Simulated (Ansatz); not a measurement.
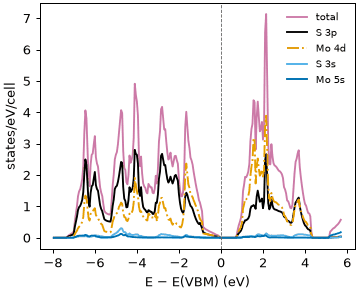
Total and projected density of states of MoS2 in space group R3m (No. 160; Mo on 3a, S on 3a, S on 3a), LDA in the plane-wave PAW code Ansatz

**Question.** Which orbitals carry the states next to the gap?

**Answer.** Top 1 eV of the valence band: Mo 4d 51 %, S 3p 43 %. Bottom 1 eV of the conduction band: Mo 4d 65 %, S 3p 29 %. Projections are on Löwdin-orthogonalised atomic valence shells; empty p or d shells of many metals are not among them.

**Question.** Where is the tallest occupied peak in this window, and what makes it?

**Answer.** Near -4.1 eV, about 4.9 states/eV per cell; the largest projected share is S 3p.

Symmetry was held in the LDA relaxation; of distortions, only those at the zone centre were tested. The run is not spin-polarised. A crystal of weakly bound layers computed without a dispersion correction: the cell and the soft elastic constants depend strongly on that. Spin–orbit coupling is left out wherever it is not named.

Potentials: the later of the program's two PAW sets.
